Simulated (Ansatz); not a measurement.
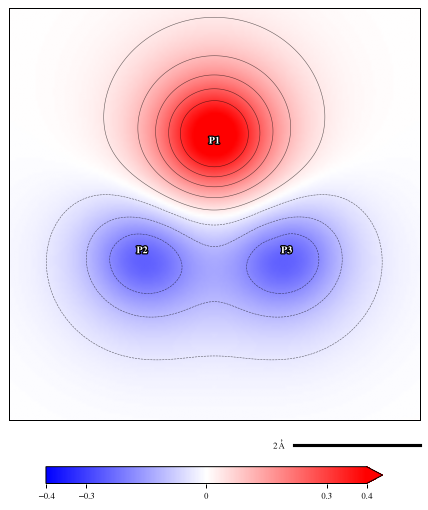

The picture shows: P₃ (quartet). One frontier orbital on a plane 0.8 Å above the molecular plane (values in Å⁻³ᐟ²; the overall sign is arbitrary).

Geometry: PBE0-D4/def2-TZVP.

Level of theory: UKS PBE0-D4/def2-TZVP in Ansatz.

**Which orbital is it: HOMO (α) or LUMO (α)?**

The HOMO (α), at −5.55 eV. Its weight (Hirshfeld) is mainly on P1 (about 60 %), P2 (about 20 %) and P3 (about 20 %); it changes sign across the molecular plane (π type); π-antibonding (a node) across P1–P2 and P1–P3.
